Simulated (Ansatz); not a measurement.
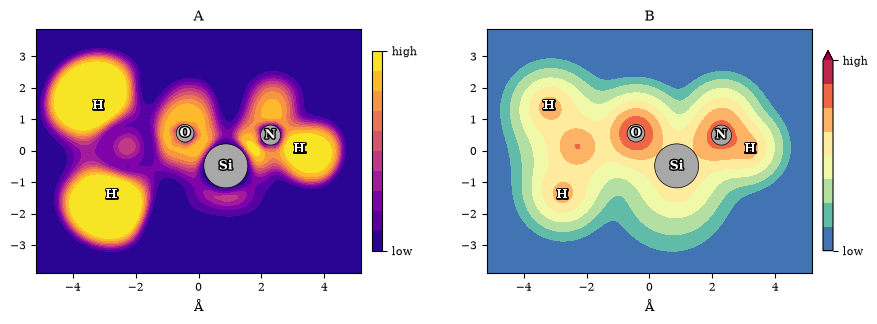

H7NOSSiSn (SMILES N[SiH](S)[O][SnH3]): 2 fields on the plane of atoms N1, Si2 and O4, with unlabelled colour scales. Grey discs cover the atomic cores.

Core potentials replace the inner electrons of Sn.

Computed with RKS PBE/def2-SVP in Ansatz 0.2.0.

Which field does each panel show? The fields are: electron density and electron localisation function.

Panel A: electron localisation function. Panel B: electron density. From the grid: Si–O (1.66 Å): ρ at the midpoint is about 1.1 e/Å³; the ELF peaks at about 0.85 between the atoms; a polar covalent bond. Si–N (1.73 Å): ρ is about 1.1 e/Å³ halfway; the ELF peaks at about 0.95 between the atoms: a polar covalent bond.
